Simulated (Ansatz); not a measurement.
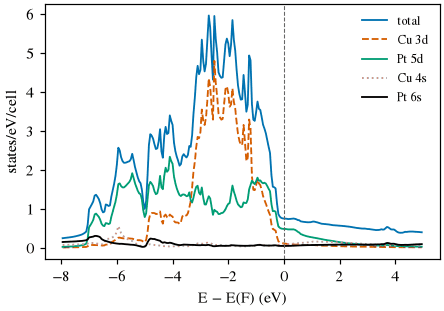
*Total and projected density of states of CuPt in space group R-3m (No. 166; Cu on 3a, Pt on 3b), plane-wave PAW r²SCAN (Ansatz code)*

Task: Which orbitals carry the states next to the Fermi level?

Result: Within 0.5 eV of the Fermi level: Pt 5d 62 %, Cu 3d 22 %, Cu 4s 8 %. Projections are on Löwdin-orthogonalised atomic valence shells; empty p or d shells of many metals are not among them.

Task: Where is the tallest occupied peak in this window, and what makes it?

Result: Near -2.7 eV, about 6.0 states/eV per cell; the largest projected share is Cu 3d.

The first step of the workflow began from a Materials Project structure, measured or hypothetical; the Crystallography Open Database copy checked does not list it. With Cu and Pt taken as one species the cell has the higher symmetry Fm-3m, so it may be an ordered model of a mixed-site phase. Whether it is the stable phase at ambient conditions was not checked. The cell was relaxed with r²SCAN under the symmetry of its start; its stability against distortions is not shown here. The run is not spin-polarised. Scalar-relativistic: spin–orbit coupling is off unless named, which matters more the heavier the elements.

Potentials: the later of the program's two PAW sets.
